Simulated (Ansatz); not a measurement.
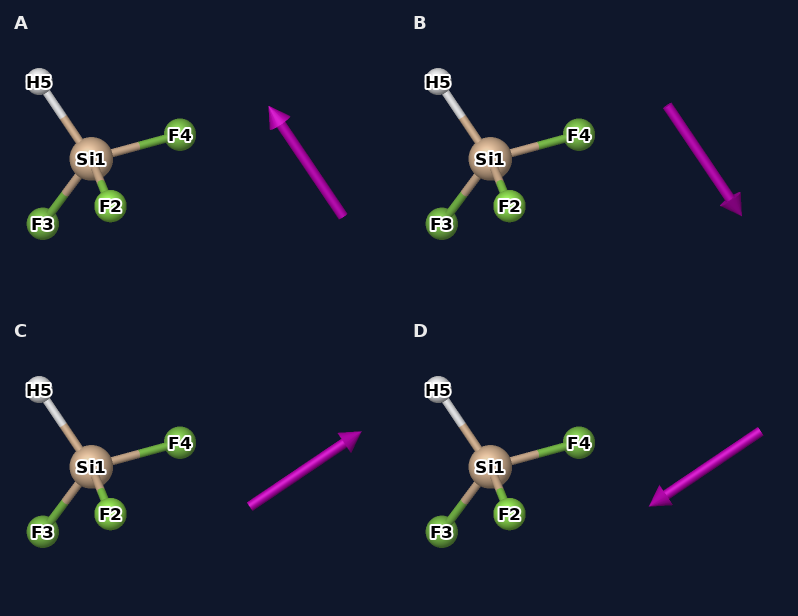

The same molecule four times, each with an arrow. Computed geometry: PBE0-D4/def2-TZVP optimisation. Method: RKS PBE0-D4/def2-TZVP (Ansatz 0.2.0).

Which arrow points along the dipole moment, from the negative to the positive end?

A. The dipole moment is 1.32 D; it points from the side of F2, F3, F4 to the side of H5 (the outermost atoms at the two ends).
